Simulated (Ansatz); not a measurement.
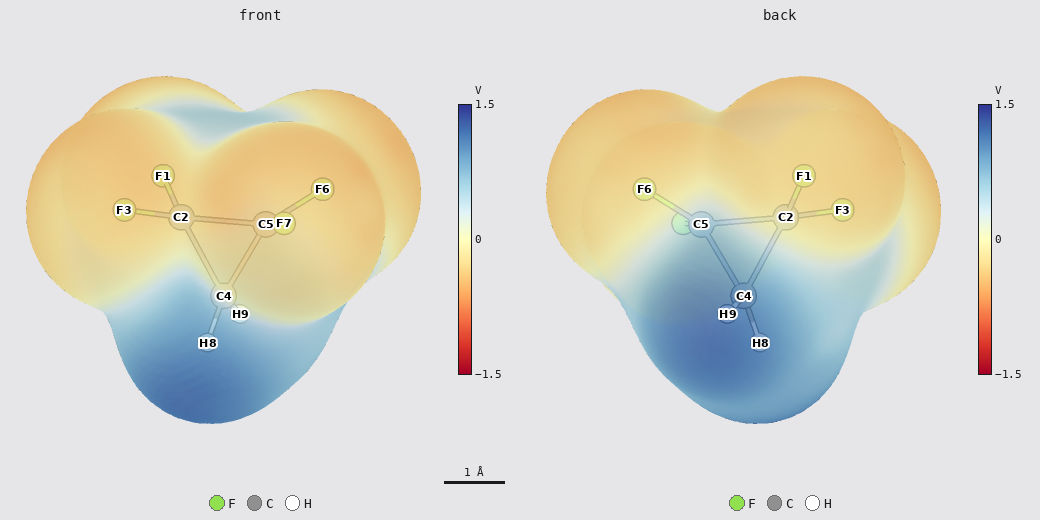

C$_{3}$H$_{2}$F$_{4}$ (SMILES FC1(F)CC1(F)F). The molecular electrostatic potential painted on the density surface at 0.001 e/bohr³, seen from the front and from behind; red is negative and blue positive.

Geometry: PBE0-D4/def2-TZVP.

Level of theory: Ansatz, RKS PBE0-D4/def2-TZVPP.

The calculation's input:

```
crystal:
  periodic: [false, false, false]
  atoms:
    - {symbol: F, position_ang: [1.689268, -0.951499, 0.189067]}
    - {symbol: C, position_ang: [0.587785, -0.474749, -0.390446]}
    - {symbol: F, position_ang: [0.543849, -0.816366, -1.677987]}
    - {symbol: C, position_ang: [-0.690455, -0.429091, 0.397006]}
    - {symbol: C, position_ang: [0.040965, 0.833211, 0.039677]}
    - {symbol: F, position_ang: [0.655806, 1.520437, 1.002013]}
    - {symbol: F, position_ang: [-0.489569, 1.655624, -0.865064]}
    - {symbol: H, position_ang: [-1.607181, -0.635004, -0.142333]}
    - {symbol: H, position_ang: [-0.642067, -0.748862, 1.430968]}
basis:
  gaussian: {orbitals: def2-TZVPP}
hamiltonian: {xc: pbe0, dispersion: d4}
output: {orbitals: {seedname: orbitals}}
```

Launched as:

```sh
ansatz run in.yaml --threads 4 --pin off --events-out ev --progress --plain --max-ram 10444MiB
```

> Where is the surface potential most negative and most positive?

The most negative region (about −0.5 V, or −12 kcal/mol for a unit charge) lies over F1, F3, F6 and F7, the most positive (about +1.3 V, or +30 kcal/mol for a unit charge) over H8 and H9.
